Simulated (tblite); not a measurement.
# Cl3H3HfO4Si: the cost of one run

Programs: tblite 0.8.0 and PySCF 2.14.0. All values are calculated, for the isolated system unless a continuum is named. Atoms count from 0, parts from 1.

## (1) The system as given

12 atoms, charge 0, multiplicity 1; geometry: distance geometry start.

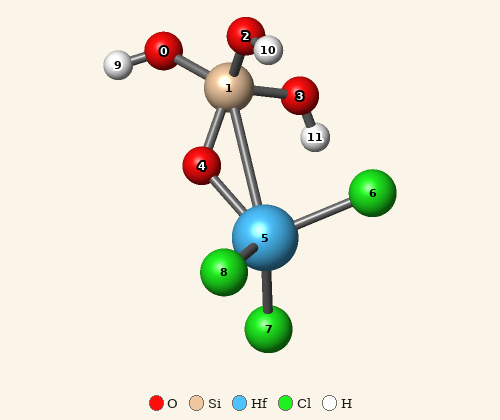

The starting geometry (oxygen red, silicon light orange, hafnium blue, chlorine green, hydrogen white), atoms numbered.

## (2) Geometry optimisation with GFN2-xTB

Job settings and geometry (Å):

```
{"job": {"kind": "relax", "xc": "GFN2-xTB", "basis": "xTB"}, "charge": 0, "multiplicity": 1}
O      1.526223    -0.945031    -2.065462
Si     0.183886    -0.939397    -0.873917
O     -0.492712    -2.555821    -0.794426
O     -1.047444     0.208795    -1.381683
O      0.854808    -0.473227     0.690119
Hf    -0.324561     0.106559     2.320701
Cl    -2.615937    -0.225948     1.811632
Cl     0.073978     2.401973     2.787337
Cl     0.269898    -1.219989     4.210320
H      2.469462    -0.922271    -1.871504
H     -1.015032    -2.879122    -0.066985
H     -1.182277     1.105348    -0.994083
```

Method: GFN2-xTB geometry optimisation, gas phase.

The run is started by

```sh
$ OMP_NUM_THREADS=1 python cluster_run.py task.json out
```

This one command runs all jobs of the session in turn.

Q: Estimate the wall time of this first job on 1 thread of Intel Xeon 6975P-C, shared host.

About 3.3 s.
